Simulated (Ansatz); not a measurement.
**Hypothetical I4_132 Ge: pressure series**

Consider Ge (space group I4_132, No. 214; a = 6.801 Å; a hypothetical phase, not in the database extracts checked).

Cell and atoms are relaxed at each pressure.

Calculations: Kohn–Sham DFT with the PBEsol functional, run in Ansatz (a quantum-chemistry and plane-wave program) with PAW and 420 eV plane waves, no spin-orbit coupling.

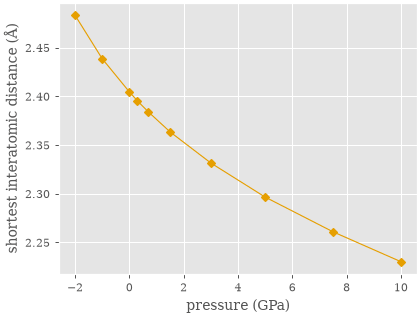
Shortest interatomic distance against pressure

```
pressure (GPa)  shortest interatomic distance
--------------  -----------------------------
-2                                   248.3 pm
-1                                   243.9 pm
0.3                                  239.5 pm
0.7                                  238.4 pm
1.5                                  236.4 pm
3                                    233.2 pm
5                                    229.7 pm
7.5                                  226.1 pm
10                                   223.0 pm
```

Load acts through the strain it causes; cell and atoms are relaxed under it. Stability against distortions was not tested. No other phases were tried under pressure.
